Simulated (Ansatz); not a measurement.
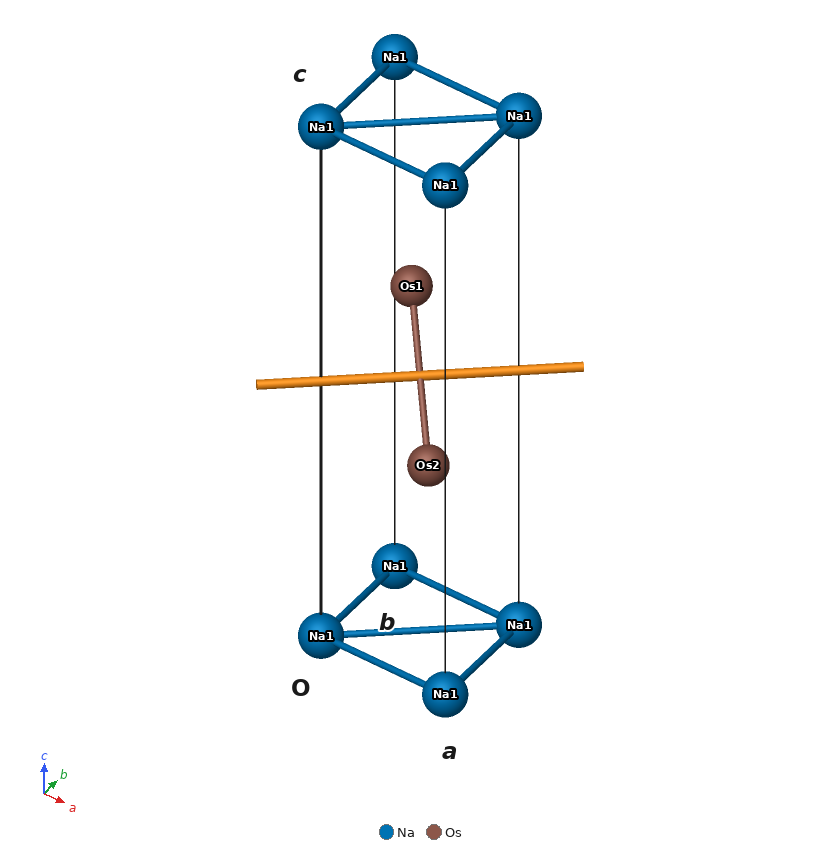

For NaOs2, the input geometry of an electronic-structure calculation (not necessarily at equilibrium); the starting structure was generated, so it need not be a known form of this composition: the coloured rod is the axis of a symmetry operation of the crystal. All values are computed from the atomic coordinates in the standard setting (tolerance 0.002 Å).

a = 2.760 Å, b = 2.760 Å, c = 7.580 Å, α = 90.00°, β = 90.00°, γ = 120.00°.

```csv
atom,x,y,z
Na1,0.0000,0.0000,0.0000
Os1,0.3333,0.6667,0.6343
Os2,0.6667,0.3333,0.3657
```

Take the operation x, y, z → y, x, −z+1.

Q: What kind of operation is it, and where does it lie?

A: It is a 2-fold rotation, about the line along [1 1 0] through (1/2, 1/2, 1/2).

Q: Onto which atom does it carry each atom (up to whole multiples of a, b and c)?

A: Na1 → Na1, Os1 → Os2, Os2 → Os1.

Q: What is the crystal's space group?

A: No. 164, P-3m1.
